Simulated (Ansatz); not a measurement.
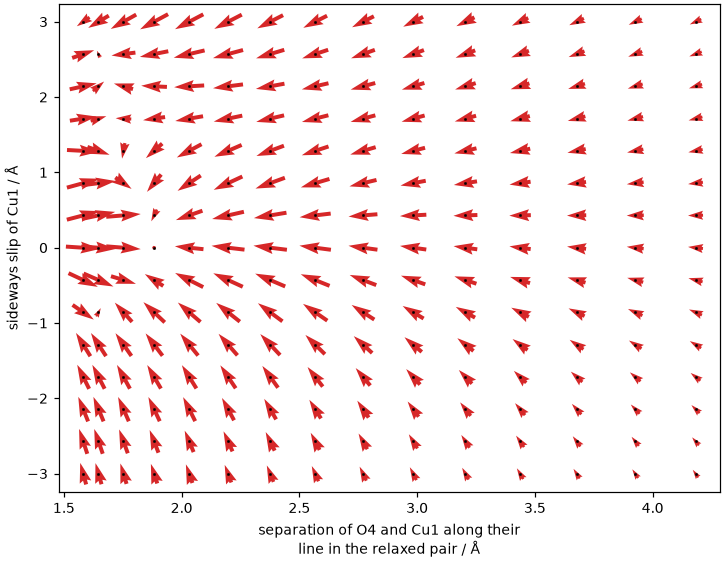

CuO₂S, charge +1. First axis: separation of O4 and Cu1 along their line in the relaxed pair. Second axis: sideways slip of Cu1. Nothing is relaxed (both partners rigid). The grid has 15 × 15 points. Points are written as (first, second). Level of theory: RKS PBE-D4/def2-SVPD in Ansatz.

In the figure: dots at the grid points, arrows along the force (downhill), their lengths compressed.

**The arrows alone are given. Where is the energy lowest?**

The arrows converge at (1.883 Å, 0.00 Å) (read from the interpolated surface).

The energy map of the same scan:

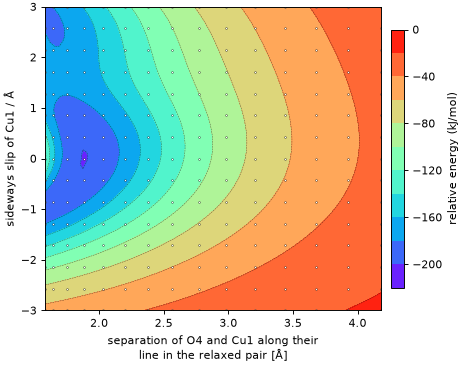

Energies are in kJ/mol, from the ion and the molecule far apart, frozen as in the relaxed pair, each in its own basis (no counterpoise correction); between grid points the surface is interpolated.
